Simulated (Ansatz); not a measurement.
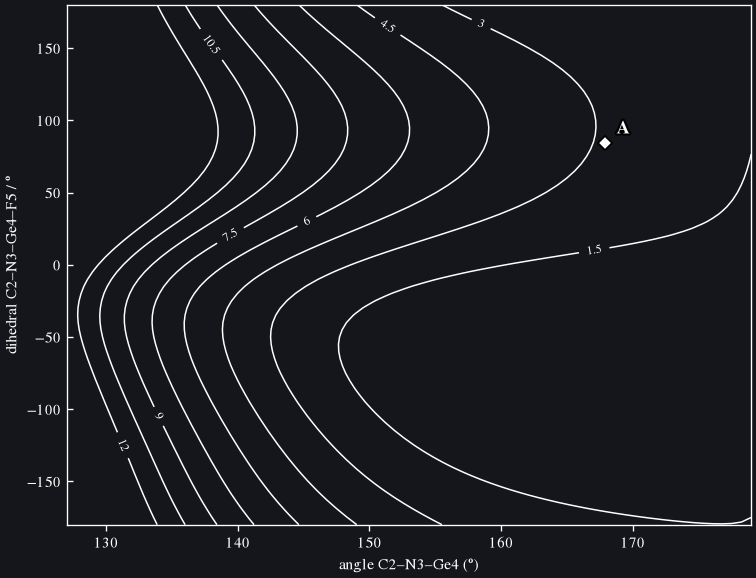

CHFGeNO, SMILES O=C=[N][GeH][F], spin multiplicity 2. The first coordinate is: angle C2–N3–Ge4; the second: dihedral C2–N3–Ge4–F5. Nothing is relaxed (all other coordinates rigid). Grid: 15 × 15 points. Points are written as (first, second). Energies are in kJ/mol, from the relaxed molecule at the same level. Method: UHF/def2-SVP (Ansatz).

In the figure: contour lines labelled in kJ/mol (none above 12), the point A. Between grid points the surface is interpolated.

Which way does the force act at A, and how strong is it?

Answer. A, at (167.9°, 84°), is not a stationary point. The computed force is 0.15 kJ/mol for each degree towards larger values of angle C2–N3–Ge4 and 0.0057 kJ/mol for each degree towards smaller values of dihedral C2–N3–Ge4–F5.
